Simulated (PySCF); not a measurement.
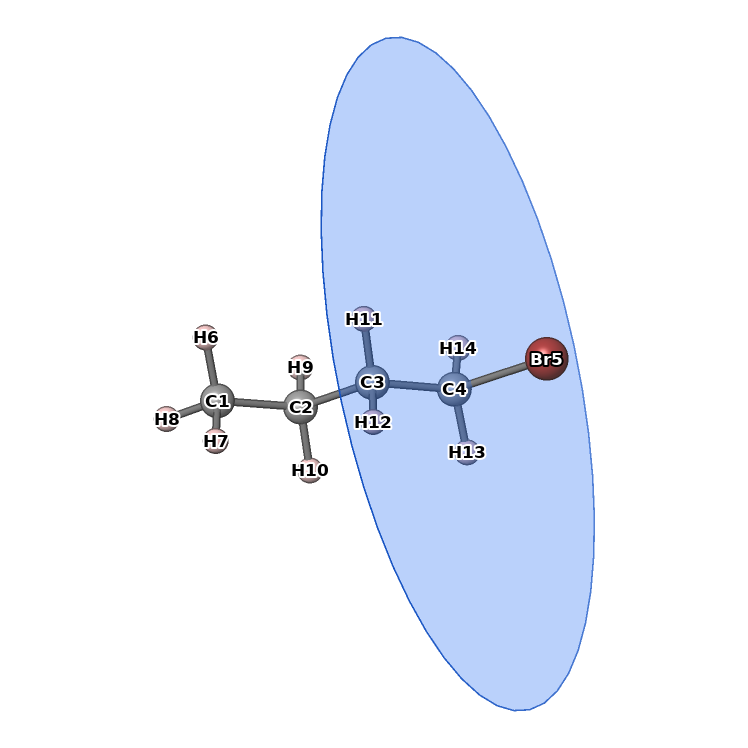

A disc through the centre of mass is drawn in. Distant atoms are faded towards the background colour. The geometry was computed by an optimisation with PBE0-D3(BJ)/def2-TZVP. No frequency run is at hand to confirm it as a minimum.

> Is the plane of the disc a mirror plane of the structure?

No. The point group is Cs, with 1 mirror plane, and this plane isn't one of its mirror planes.
